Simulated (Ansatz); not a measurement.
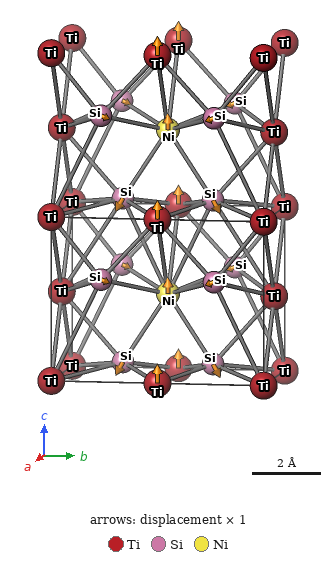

This is a relaxation of solid Ti3Si4Ni (a generated structure, set up in Pmm2) (coarse preliminary run). The starting structure is drawn; orange arrows show the displacements (the part carried along by the change of the cell is left out), at their true length.

The picture is a ball-and-stick view of the cell of the calculation, repeated 1 × 1 × 2 with one cell outlined, seen slightly off an axis.

All numbers below come from DFT PBE, scalar-relativistic, plane waves, PAW in Ansatz 0.2.0. Set-up: plane-wave cutoff 420 eV; k-point mesh 6 × 4 × 4; occupations gaussian; smearing width 0.1 eV; collinear spin; cell and atoms relaxed; force threshold 0.04 eV/Å; at most 70 steps.

**What happened in the run?**

Over 14 accepted moves (15 points after the start) the energy falls by 416 meV per atom. The largest force component goes from 3.2 to 0.013 eV/Å. Pressure: 12.93 GPa at the start and 0.10 GPa at the end. The SCF was repeated once at an unchanged geometry on a basis and grid sized afresh for the cell, which shifted the energy by 0.2 meV per atom at most. The atom that moves furthest relative to the cell is a Ti atom (0.60 Å along +c). Largest moves by element: Ti 0.60 Å, Ni 0.51 Å, Si 0.49 Å. The volume changes by +0.7 %, with a 3.585 → 3.638 Å (+1.5 %), b 6.433 → 6.833 Å (+6.2 %), c 4.927 → 4.603 Å (−6.6 %). Near-neighbour distances that change, for instance: Si–Ti 3.523 → 2.659 Å, Ni–Si 2.487 → 3.337 Å, Ni–Si 3.158 → 2.404 Å, Si–Si 3.010 → 3.759 Å. New bonds form: Si–Ti (3.52 → 2.66 Å). Bond angles that change, for instance: Si–Ni–Si 152.1° → 178.0°, Ti–Si–Ti 121.5° → 100.5°, Ti–Si–Ni 151.1° → 168.2°. The space group stays Pmm2 (No. 25). The program noted that the starting moments weren't kept. The run took 5.1 min on 4 threads of Arm Neoverse V1, on a shared host, peak memory 0.63 GiB.
